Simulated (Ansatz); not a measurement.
Input file:

```
crystal:
  periodic: [false, false, false]
  atoms:
    - { symbol: Si, position_ang: [-0.357303, 0.191642, -0.476738] }
    - { symbol: Si, position_ang: [-0.28884, -0.188317, 2.933173] }
    - { symbol: H, position_ang: [-0.853906, -0.663656, 4.245621] }
    - { symbol: H, position_ang: [0.782388, -1.143038, 2.490061] }
    - { symbol: H, position_ang: [0.305216, 1.180226, 3.120246] }
    - { symbol: H, position_ang: [0.741253, 0.834877, 0.32159] }
    - { symbol: H, position_ang: [-0.295028, 0.694568, -1.894526] }
    - { symbol: H, position_ang: [-0.167424, -1.298574, -0.471113] }
    - { symbol: H, position_ang: [-1.647521, 0.50484, 0.164609] }
    - { symbol: H, position_ang: [-1.351636, -0.112566, 1.910477] }
basis:
  gaussian: { orbitals: def2-SVP }
hamiltonian:
  xc: pbe
relax:
  f_tol: 0.03
  max_steps: 50
output:
  orbitals: {}
```

Run with:

```sh
ansatz run input.yaml --threads 1 --pin off --max-ram 2048MiB --backend cpu --events-out ev --progress --plain --runs-dir out
```

The fields are those of the run's last geometry, not of the input's.

Level of theory: RKS PBE/def2-SVP (Ansatz 0.2.0).

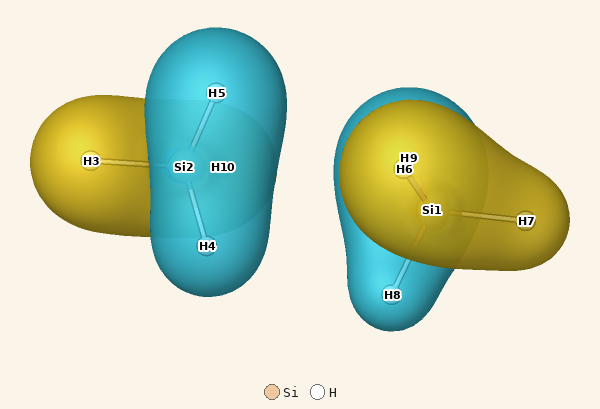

SiH₄···SiH₄. The HOMO−1 at ±0.06 Å⁻³ᐟ² (yellow and cyan are the two phases), seen at a tilt.

> Where does this orbital lie, and at what energy?

By Hirshfeld shares it lies mainly on Si1 (about 20 %), Si2 (about 20 %), H9 (about 15 %), H6 (about 10 %), H5 (about 10 %) and H3 (about 5 %). Its energy is −8.37 eV.
